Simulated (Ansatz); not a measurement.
# One shape, several levels: doublet C3H7BO+

We compute a comparison of 6 runs (UB3LYP/6-31G*, U-revPBE/cc-pVDZ, UB3LYP/cc-pVDZ, UBLYP/cc-pVDZ, UPBE/cc-pVDZ, UPBE0/cc-pVDZ) of doublet C3H7BO+. 

The calculation is run with Ansatz 0.2.0.

34 further runs of the same task are left out: 34 set aside as unsound or not needed. Runs told in other sessions of the task aren't counted.

### Step 1. The molecule

C3H7BO+ has 12 atoms, charge +1, and is taken as a doublet. As SMILES of the parent species, `CB1OC1C`. Geometry: relaxed at PBE0-D4/def2-TZVP. That shape belongs to the parent species and isn't relaxed for this state.

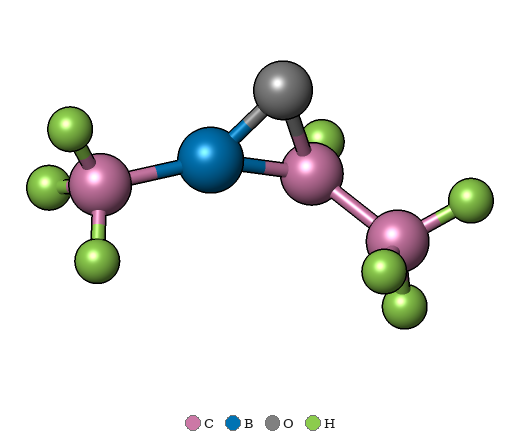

The structure, seen from a chosen angle (carbon pink, boron blue, oxygen grey, hydrogen green).

### Step 2. The energy at UB3LYP/6-31G(d) (spherical functions) (run 1)

The input, run.yaml:

```yaml
crystal:
  periodic: [false, false, false]
  atoms:
    - symbol: C
      position_ang: [-2.115400, 0.231500, 0.008900]
    - symbol: B
      position_ang: [-0.616500, 0.286000, 0.375000]
    - symbol: O
      position_ang: [0.162400, 0.085400, 1.440000]
    - symbol: C
      position_ang: [0.876400, 0.454200, 0.165400]
    - symbol: C
      position_ang: [1.795500, -0.603000, -0.363000]
    - symbol: H
      position_ang: [-2.747100, -0.028900, 0.860100]
    - symbol: H
      position_ang: [-2.280800, -0.500400, -0.787600]
    - symbol: H
      position_ang: [-2.443000, 1.195200, -0.392100]
    - symbol: H
      position_ang: [1.330900, 1.439700, 0.259300]
    - symbol: H
      position_ang: [1.297300, -1.571500, -0.440800]
    - symbol: H
      position_ang: [2.679000, -0.722300, 0.271600]
    - symbol: H
      position_ang: [2.137900, -0.321100, -1.362700]
basis:
  gaussian: {orbitals: 6-31G_st_-spherical.json}
total_charge: 1
magnetization: {spin_polarized: true, initial_magnetization: 1}
hamiltonian: {xc: {name: B3LYP}}
accuracy: high
output: {orbitals: {seedname: orbitals}}
```

The basis set 6-31G* is read from a file made from the Basis Set Exchange's data (not shown).

The run is started by

```bash
$ ansatz run run.yaml --threads 1 --pin off --max-ram 2610MiB --events-out events.jsonl --progress --plain --runs-dir runs
```

Log:

```text
Warning: RAYON_NUM_THREADS=1 ignored (pool sized by the plan → 1); use --threads N
Functional definition: B3LYP
  name "B3LYP"
  parameter a0 = 0.2
  parameter ax = 0.72
  parameter ac = 0.81
  exchange = (1 - a0 - ax)*slater_x + ax*b88_x + a0*exact_x
  correlation = (1 - ac)*vwn_rpa_c + ac*lyp_c
2101 factors; integrals over basis functions are off by at most 3.2e-9 eV
mean field evaluation 1: about -5926.9774 eV, gradient 5.3e1 eV
mean field evaluation 2: about -5912.2542 eV, gradient 8.0e1 eV
mean field evaluation 4: about -5938.9854 eV, gradient 2.4e0 eV
mean field evaluation 8: about -5939.2653 eV, gradient 1.7e-1 eV
mean field evaluation 16: about -5939.2657 eV, gradient 2.0e-3 eV
mean field evaluation 32: about -5939.2657 eV, gradient 9.4e-8 eV
mean field -5939.26566685 eV, -218.2639874777 hartree, gradient 9.4e-8 eV, S^2 0.753000; 2 other end points of the search recorded, 0 dependent functions left out
reference -5939.26570183 eV, -218.2639887634 hartree; 19, 18 occupied and 65, 66 virtual orbitals, 2101 factors
Total energy: -5939.26570183 eV, -218.2639887634 hartree
```

Run time: 16 s. Hardware: 1 thread of Arm Neoverse V2, shared host; peak memory 0.41 GiB.

### Step 3. The energy at U-revPBE/cc-pVDZ (run 2)

The input, in.yaml:

```yaml
crystal:
  periodic: [false, false, false]
  atoms:
    - {symbol: C, position_ang: [-2.115400, 0.231500, 0.008900]}
    - {symbol: B, position_ang: [-0.616500, 0.286000, 0.375000]}
    - {symbol: O, position_ang: [0.162400, 0.085400, 1.440000]}
    - {symbol: C, position_ang: [0.876400, 0.454200, 0.165400]}
    - {symbol: C, position_ang: [1.795500, -0.603000, -0.363000]}
    - {symbol: H, position_ang: [-2.747100, -0.028900, 0.860100]}
    - {symbol: H, position_ang: [-2.280800, -0.500400, -0.787600]}
    - {symbol: H, position_ang: [-2.443000, 1.195200, -0.392100]}
    - {symbol: H, position_ang: [1.330900, 1.439700, 0.259300]}
    - {symbol: H, position_ang: [1.297300, -1.571500, -0.440800]}
    - {symbol: H, position_ang: [2.679000, -0.722300, 0.271600]}
    - {symbol: H, position_ang: [2.137900, -0.321100, -1.362700]}
basis:
  gaussian:
    orbitals: cc-pVDZ
total_charge: 1
magnetization:
  spin_polarized: true
  initial_magnetization: 1
hamiltonian:
  xc: {name: revPBE}
accuracy: high
output: {orbitals: {seedname: orbitals}}
```

The run is started by

```bash
$ ansatz run in.yaml --threads 1 --pin off --max-ram 2610MiB --events-out events.jsonl --progress --plain --runs-dir runs
```

Log:

```text
Warning: RAYON_NUM_THREADS=1 ignored (pool sized by the plan → 1); use --threads N
Functional definition: revPBE
  name "revPBE"
  parameter kappa = 1.245
  parameter beta = 0.06672455060314922
  exchange = pbe_x(kappa = kappa, mu = beta*pi^2/3)
  correlation = pbe_c(beta = beta)
2542 factors; integrals over basis functions are off by at most 3.0e-9 eV
mean field evaluation 1: about -5922.2895 eV, gradient 5.9e1 eV
mean field evaluation 2: about -5899.2099 eV, gradient 9.0e1 eV
mean field evaluation 4: about -5937.8408 eV, gradient 4.4e0 eV
mean field evaluation 8: about -5937.9320 eV, gradient 2.6e-1 eV
mean field evaluation 16: about -5937.9323 eV, gradient 1.0e-4 eV
mean field evaluation 32: about -5936.2904 eV, gradient 2.6e0 eV
mean field -5937.93232104 eV, -218.2149879233 hartree, gradient 8.3e-8 eV, S^2 0.751631; 2 other end points of the search recorded, 0 dependent functions left out
reference -5937.93232545 eV, -218.2149880853 hartree; 19, 18 occupied and 86, 87 virtual orbitals, 2542 factors
Total energy: -5937.93232545 eV, -218.2149880853 hartree
```

Run time: 14 s. Hardware: 1 thread of Arm Neoverse V2, shared host; peak memory 0.38 GiB.

Runs 3 to 5 aren't shown in full; the table further down has their settings and results.

### Step 4. A single-point energy at UPBE0/cc-pVDZ (run 6)

Changes to in.yaml since step 3:

```diff
@@ -23,3 +23,3 @@
 hamiltonian:
-  xc: {name: revPBE}
+  xc: pbe0
 accuracy: high
```

The run is started by

```bash
$ ansatz run in.yaml --threads 1 --pin off --max-ram 2610MiB --events-out events.jsonl --progress --plain --runs-dir runs
```

Log:

```text
Warning: RAYON_NUM_THREADS=1 ignored (pool sized by the plan → 1); use --threads N
Functional definition: PBE0
  name "PBE0"
  parameter a = 0.25
  parameter kappa = 0.804
[... 1 set-up line as earlier in the session ...]
  exchange = (1 - a)*pbe_x(kappa = kappa, mu = beta*pi^2/3) + a*exact_x
[... 1 set-up line as earlier in the session ...]
2542 factors; integrals over basis functions are off by at most 3.0e-9 eV
mean field evaluation 1: about -5921.4470 eV, gradient 4.9e1 eV
mean field evaluation 2: about -5915.6714 eV, gradient 6.3e1 eV
mean field evaluation 4: about -5932.0611 eV, gradient 1.8e0 eV
mean field evaluation 8: about -5932.3648 eV, gradient 3.4e-1 eV
mean field evaluation 16: about -5932.3665 eV, gradient 8.5e-3 eV
mean field evaluation 32: about -5932.3665 eV, gradient 2.4e-7 eV
mean field -5932.36651606 eV, -218.0104483628 hartree, gradient 6.2e-8 eV, S^2 0.753782; 2 other end points of the search recorded, 0 dependent functions left out
reference -5932.36651877 eV, -218.0104484625 hartree; 19, 18 occupied and 86, 87 virtual orbitals, 2542 factors
Total energy: -5932.36651877 eV, -218.0104484625 hartree
```

Run time: 22 s. Hardware: 1 thread of Arm Neoverse V2, shared host; peak memory 0.52 GiB.

### Step 5. All runs side by side

| run | level | energy (Eh) | HOMO energy (eV) | LUMO energy (eV) | ⟨S²⟩ | wall time |
| --- | --- | --- | --- | --- | --- | --- |
| 1 | UB3LYP/6-31G* (spherical functions) | -218.263989 | -15.00 | -12.10 | 0.753 | 16 s |
| 2 | U-revPBE/cc-pVDZ | -218.214988 | -13.68 | -12.65 | 0.752 | 14 s |
| 3 | UB3LYP/cc-pVDZ | -218.273492 | -15.00 | -12.13 | 0.753 | 21 s |
| 4 | UBLYP/cc-pVDZ | -218.177470 | -13.57 | -12.60 | 0.752 | 14 s |
| 5 | UPBE/cc-pVDZ | -217.989157 | -13.70 | -12.71 | 0.752 | 14 s |
| 6 | UPBE0/cc-pVDZ | -218.010448 | -15.29 | -11.86 | 0.754 | 22 s |

### Step 6. Summary of results

| quantity | value |
| --- | --- |
| run 6: total energy | -218.01045 Eh |
| run 6: HOMO energy (highest over α and β) | -15.29 eV |
| run 6: LUMO energy (lowest over α and β) | -11.86 eV |
| run 6: ⟨S²⟩ | 0.754 |

**Reading.** Totals of different functionals can't be ranked against each other. All runs together took 1.7 min, the longest 22 s.
